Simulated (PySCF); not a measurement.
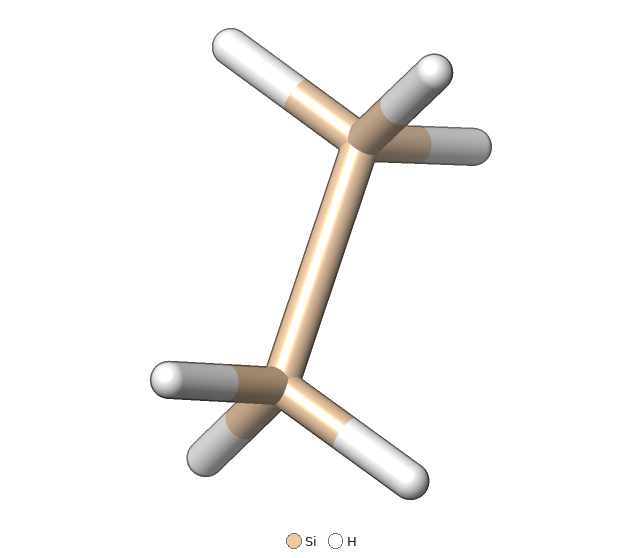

The computed structure is the end point of a PBE0-D3(BJ)/def2-SVP optimisation. No frequency run is at hand to confirm it as a minimum.

Draw it as a skeletal formula.

SMILES: [SiH3][SiH3]

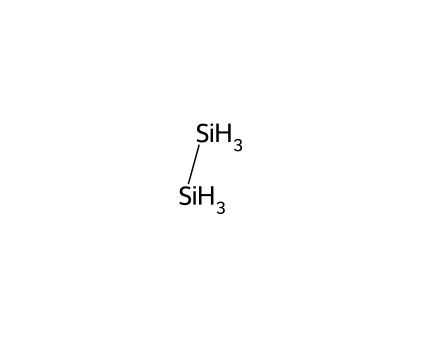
